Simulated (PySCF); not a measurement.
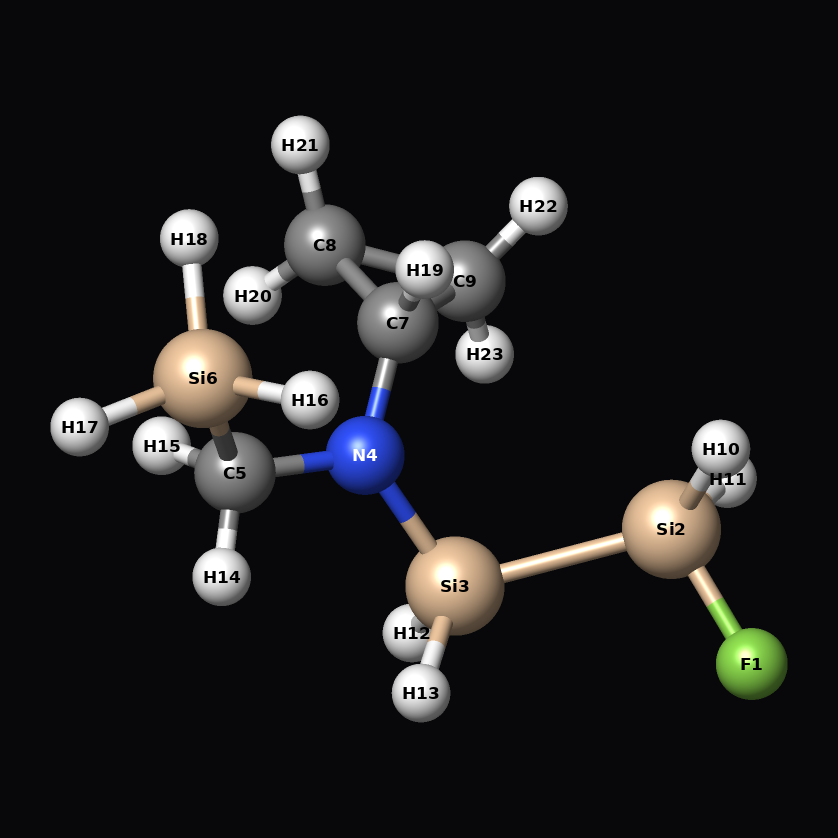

Every bond is drawn as one stick. Computed geometry: GFN2-xTB optimisation. No frequency run is at hand to confirm it as a minimum. Method: PBE0/pcSseg-1 (PySCF 2.14.0).

List the Mayer bond orders of F1–Si2, Si2–Si3, Si3–N4, N4–C5, N4–C7, C5–Si6, C7–C8, C7–C9, C8–C9 (bonds between heavy atoms, one of each equivalent set).

| bond | Mayer order | length (Å) |
| --- | --- | --- |
| F1–Si2 | 0.88 | 1.618 |
| Si2–Si3 | 0.91 | 2.292 |
| Si3–N4 | 0.94 | 1.719 |
| N4–C5 | 0.93 | 1.450 |
| N4–C7 | 0.95 | 1.422 |
| C5–Si6 | 0.91 | 1.910 |
| C7–C8 | 0.95 | 1.505 |
| C7–C9 | 0.98 | 1.498 |
| C8–C9 | 0.97 | 1.498 |

The geometry is semi-empirical. Around Si such bond lengths and angles can be off by a tenth of an ångström or more and by several degrees, and values that hang on the shape move with them.
